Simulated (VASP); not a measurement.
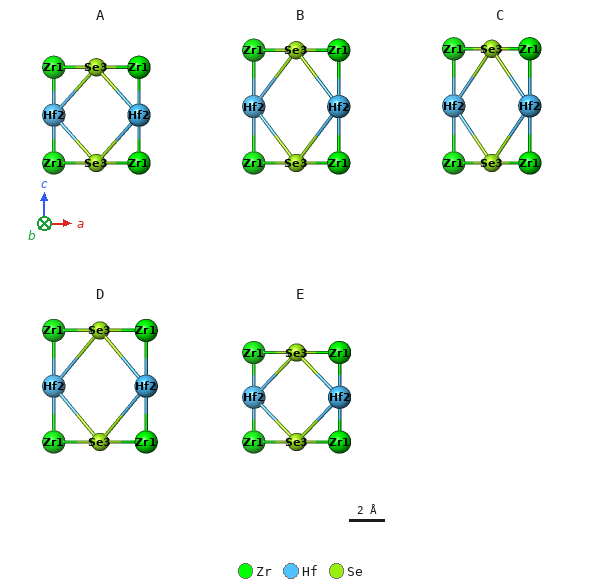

5 geometries from one relaxation of a crystal of HfZrSe3 (a generated structure, set up in P6/mmm), in shuffled order. A ball-and-stick model of the cell of the calculation, seen along the b axis.

The run lets cell and atoms move.

These are results of Kohn-Sham DFT of a periodic cell, PBE, VASP PAW PBE potentials, recommended (VASP), not measurements. Set-up: plane-wave cutoff 520 eV; k-point mesh 3 × 3 × 2; occupations gaussian; smearing width 0.15 eV; no spin polarisation.

> Order the frames from highest to lowest energy.

C, D, B, A, E. They are steps 0, 1, 2, 7, 12, at +538 meV per atom, +271 meV per atom, +94.0 meV per atom, +26.9 meV per atom relative to the last. After 12 geometry steps the energy has fallen by 538 meV per atom. All forces vanish by symmetry, so only the cell relaxes. The pressure goes from 15.20 to 0.11 GPa. The atoms keep their places relative to the cell (all moves are under 0.005 Å). The volume changes by −0.2 %, with a = b 5.089 → 5.742 Å (+12.8 %), c 6.617 → 5.185 Å (−21.6 %). Among the contacts that change: Hf–Zr 3.309 → 2.592 Å, Se–Zr 2.544 → 2.871 Å, Se–Se 2.544 → 2.871 Å, Hf–Se 4.174 → 3.868 Å. The space group stays P6/mmm (No. 191). It ran on 2 threads of Intel(R) Xeon(R) Platinum 8488C (Sapphire Rapids), on a shared host.
